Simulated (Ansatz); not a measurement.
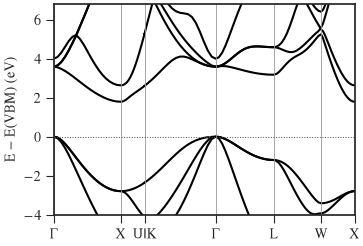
*Band structure from DFT-LDA in the program Ansatz with PAW potentials*

Question: Read off the gap and where the band edges lie.

Answer: About 1.8 eV (1.79 eV by a search for the band edges); maximum at Γ, minimum at X.

Question: Which of these materials gives this?
A) BeSe, zinc blende
B) AlAs, zinc blende
C) BeTe, zinc blende
D) CdTe, zinc blende

Answer: C, BeTe, zinc blende

Space group F-43m (zinc blende). Symmetry was held in the LDA relaxation. Scalar-relativistic: spin–orbit coupling is off unless named, which matters more the heavier the elements.

Potentials: the earlier of the program's two PAW sets. The files were generated under PBE; for other functionals the program regenerates the frozen cores, and for LDA and PBEsol the local potential too.
